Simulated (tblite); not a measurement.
**C2H9B2F3Si2: frequency calculation**

- system: C2H9B2F3Si2
- method: GFN2-xTB harmonic vibrations, gas phase (tblite 0.8.0)

It belongs to a series of runs on one base structure; here: H on B replaced by CH2SiH3.

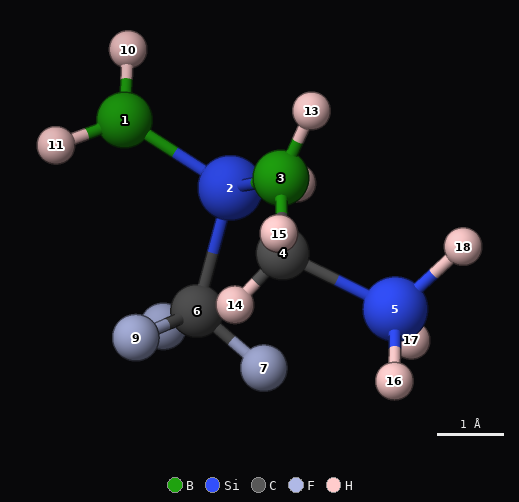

**Figure 1.** The structure (ball-and-stick view, seen at a tilt; atoms are numbered from 1 in the order of the input). Bond lengths as drawn: B–C 1.54 Å, B–H 1.17 to 1.18 Å, B–Si 1.95 to 1.97 Å, C–F 1.35 to 1.36 Å, C–H 1.09 Å, C–Si 1.94 to 1.98 Å and H–Si 1.46 to 1.49 Å.

### Input
```
{"job": {"kind": "ir", "xc": "GFN2-xTB", "basis": "xTB"}, "charge": 0, "multiplicity": 1}
B     -2.634544     1.602796    -0.631221
Si    -1.263977     0.214939    -0.756307
B      0.600307     0.861542    -0.698727
C      1.556837     0.577284     0.468188
Si     2.609588    -0.973940    -0.013183
C     -1.540991    -0.962254     0.807844
F     -0.691881    -2.015817     0.868154
F     -2.782527    -1.493477     0.861845
F     -1.375429    -0.299992     1.979833
H     -3.085783     2.087423    -1.594585
H     -2.972940     2.046644     0.396603
H     -1.487370    -0.817215    -1.800528
H      0.999819     1.490890    -1.608401
H      1.087556     0.330316     1.418958
H      2.293766     1.360040     0.650710
H      3.497899    -1.222936     1.124980
H      1.764503    -2.129315    -0.291306
H      3.416405    -0.650609    -1.194517
```

The first line tells a small driver script what to run in tblite; the rest is the geometry in Å.

Run on 1 CPU thread, shared host.

Run as:
```bash
OMP_NUM_THREADS=1 python <driver script> task.json out
```

### Output
```
mode    cm-1     km/mol
  1      19.9      0.25
  2      43.7      0.08
  3      61.8      2.20
  4      93.7      0.40
  5      98.4      1.09
  6     104.6      0.65
  7     116.6      1.71
  8     150.0      0.82
  9     194.0      0.58
 10     218.1      0.26
 11     243.1      5.52
 12     305.4     11.89
 13     365.5     49.75
 14     455.6      5.02
 15     458.8      2.39
 16     505.8     38.38
 17     528.2     25.15
 18     538.4     36.46
 19     592.6     11.76
 20     629.4     32.09
 21     643.2     21.30
 22     649.9     72.29
 23     688.9      3.75
 24     700.4     67.89
 25     713.2     60.52
 26     744.8     66.78
 27     766.6    168.95
 28     785.3    183.34
 29     787.8    414.64
 30     805.7     88.88
 31     953.3     46.84
 32    1000.5    161.98
 33    1007.8    160.57
 34    1051.8    156.05
 35    1093.3     26.98
 36    1121.8     96.57
 37    1150.9    217.31
 38    1177.1     21.03
 39    1470.4      0.39
 40    2105.1    289.39
 41    2247.0    323.99
 42    2258.4    268.09
 43    2323.1    228.67
 44    2594.0    117.84
 45    2646.4     62.05
 46    2681.4     87.31
 47    2973.0     37.42
 48    3001.6     15.28
```

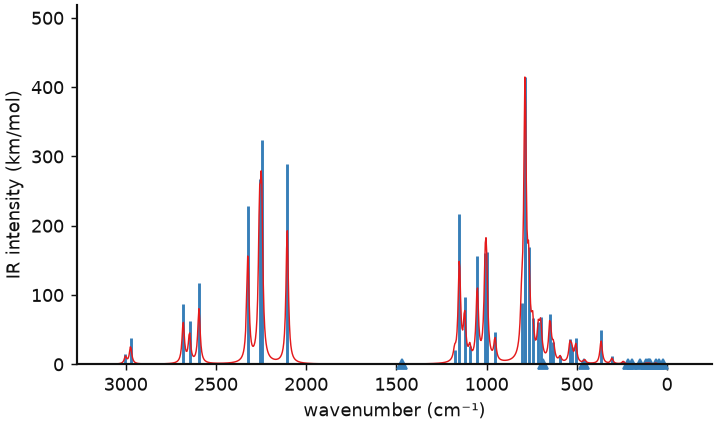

**Figure 2.** Harmonic infrared spectrum, unscaled: sticks (degenerate modes added up, dark ones marked on the axis) with a Lorentzian envelope of 16 cm⁻¹ full width, scaled to the tallest stick. 48 modes from 20 to 3002 cm⁻¹, none imaginary. The strongest line is at 788 cm⁻¹ (415 km/mol).

### Key numbers

```csv
quantity,value
outcome,converged
total energy,−787.8446 eV
zero-point energy,65.5690 kcal/mol
wall time,1.5 s
peak memory,0.18 GiB
```
